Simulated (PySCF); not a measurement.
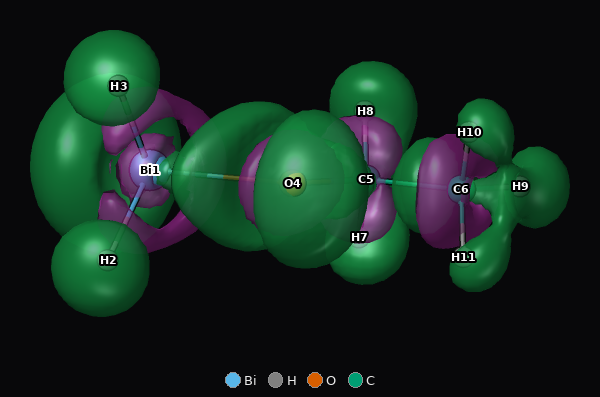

*BiH2(OEt) (C2H7BiO). Fukui function f⁻ = ρ(N) − ρ(N−1) at fixed geometry, surfaces at ±0.015 e/Å³ (green positive, purple negative).*

Method: CAM-B3LYP/def2-SVPD; geometry: GFN2-xTB; program: PySCF. Core potentials replace the inner electrons of Bi; spin–orbit coupling isn't included. No frequency check shows the geometry to be a minimum. GFN2-xTB bond lengths at metals and heavier atoms can be off by up to 0.1 Å and shapes distorted, which carries into these values.

Cartesian coordinates (Å):

```
Bi1     -0.7274    0.0396   -0.0012
H2      -1.1474   -1.2252   -1.1651
H3      -1.1281   -1.1093    1.2826
O4       1.3365   -0.5552   -0.0037
C5       2.2718    0.4799   -0.0023
C6       3.6688   -0.1311    0.0034
H7       2.1578    1.1227   -0.8940
H8       2.1526    1.1257    0.8862
H9       4.4208    0.6534    0.0072
H10      3.7885   -0.7541    0.8849
H11      3.7962   -0.7536   -0.8774
```

On which atoms does the density change most on removal of an electron?

f⁻ (Hirshfeld-condensed) is largest on Bi1 (0.33) and O4 (0.23); the vertical ionisation energy is 9.45 eV (the stability of the cation's solution wasn't checked). Condensed values hint at sites of electrophilic attack but needn't mark the atom that reacts. Orbital relaxation makes it negative in places (0.23 e in all).

The PySCF run took 3 min on 1 thread of Arm Neoverse V2 (shared host), peak memory 0.82 GiB.
